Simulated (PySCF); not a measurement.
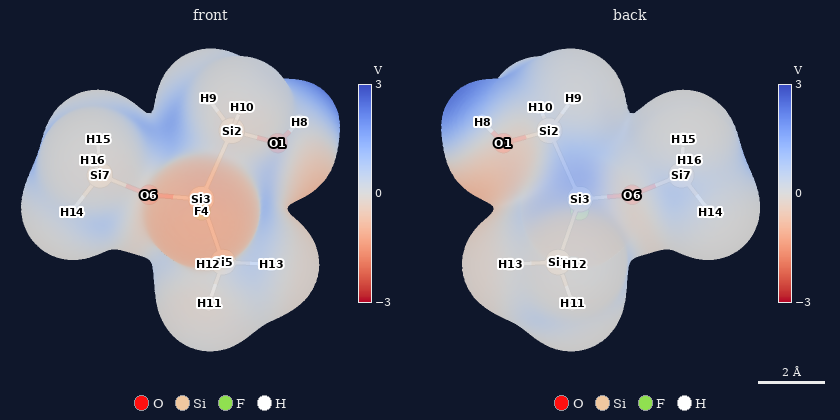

Figure. FH9O2Si4. The electrostatic potential painted on the density surface at 0.001 e/bohr³, seen from the front and from behind; red is negative and blue positive.

Geometry: GFN2-xTB.

Method: B3LYP/def2-SVPD, SCF density, gas phase (PySCF).

```xyz
16

O     2.7003    0.4093    1.3329
Si    1.9561   -0.7302    0.4319
Si    0.1024    0.4499   -0.2229
F     0.2921    0.6871   -1.8292
Si   -0.6749    2.4496    0.6493
O    -1.1804   -0.5565   -0.1831
Si   -2.0314   -1.9045   -0.4505
H     3.5298    0.2483    1.7736
H     1.7190   -1.9255    1.2624
H     2.8820   -1.1997   -0.6144
H    -1.5669    3.2149   -0.2352
H    -1.4158    2.2745    1.9072
H     0.4521    3.3416    0.9534
H    -3.4240   -1.4661   -0.4309
H    -1.7086   -2.8130    0.6502
H    -1.6393   -2.4706   -1.7386
```

Which sites attract a positive test charge, and which a negative one?

Answer. A positive charge is drawn to the negative regions and a negative charge to the positive ones. The most negative region (about −1.1 V) lies over F4, the most positive (about +2.1 V) over H8.

How polar is the molecule by this calculation?

Answer. Its dipole moment is 2.23 D.
